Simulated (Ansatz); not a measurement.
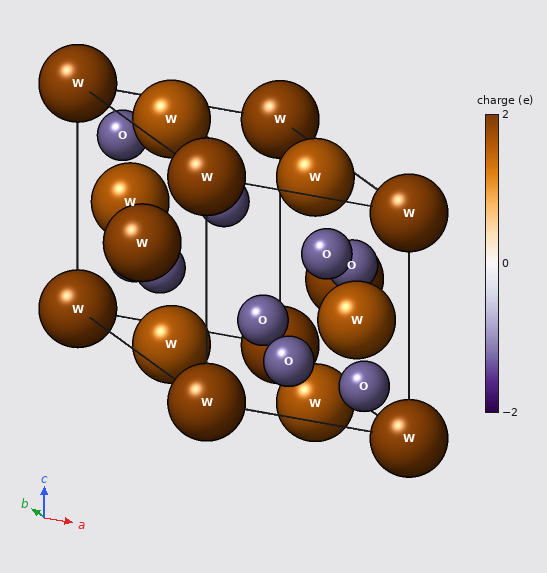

Drawn in the spheres-only manner and seen slightly off an axis. The wireframe shows the simulation cell. The atoms of this W3O4 cell are coloured by their Bader charge.

The numbers come from DFT, PAW plane waves, r2SCAN (Ansatz), using plane waves to 500 eV, a 6×2×4 sampling of the Brillouin zone, Fermi-Dirac smearing of 0.1 eV, no spin polarisation.

### Give the charges by element.

Most positive: W; most negative: O. Charges: about W +1.5 to +1.8 e; O -1.2 e.

The cell started as a generated cell, made by putting these elements into a known structure type (the compound may or may not exist in this form). The picture shows the end point of a geometry optimisation with DFT, PAW plane waves, r2SCAN (Ansatz).
